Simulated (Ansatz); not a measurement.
Reaction (SMILES): P#P (P2) → 2 P atom
B3LYP-D3(BJ)/def2-TZVP geometries, fixed; electronic energies without zero-point terms.

Basis-set convergence of the atomisation energy at PBE with Ansatz (a program for electronic structure). Cartesian d functions, on some or all atoms, in 6-31+G*; all else is spherical. The program fits the integrals of some runs and decomposes those of others, by size. Open shells are unrestricted. No added dispersion term, no relativity. Functions are those of the species that has most. Reference: the value in aug-cc-pV(5+d)Z, 121.74 kcal/mol, itself unsure by roughly 0.03 kcal/mol (its mean distance from pcseg-4, aug-pcseg-3, aug-cc-pV(Q+d)Z). Deviations are taken from unrounded values.

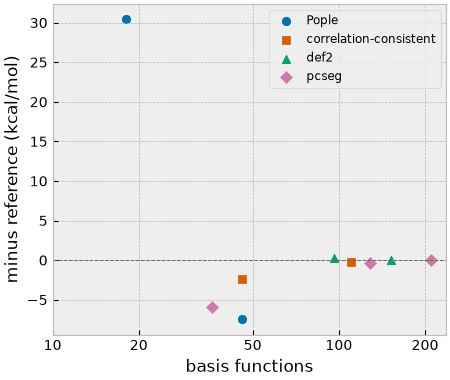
Fig. 1. Deviation from the reference against the number of basis functions, by family of sets.

| basis | functions | atomisation energy (kcal/mol) | minus reference (kcal/mol) |
|---|---|---|---|
| STO-3G | 18 | 152.22 | 30.48 |
| pcseg-1 | 36 | 115.77 | -5.97 |
| 6-31+G* | 46 | 114.25 | -7.50 |
| cc-pV(D+d)Z | 46 | 119.38 | -2.37 |
| def2-TZVPPD | 96 | 122.02 | 0.28 |
| aug-cc-pV(T+d)Z | 110 | 121.53 | -0.21 |
| pcseg-3 | 128 | 121.42 | -0.33 |
| def2-QZVPPD | 152 | 121.70 | -0.04 |
| pcseg-4 | 210 | 121.73 | -0.02 |
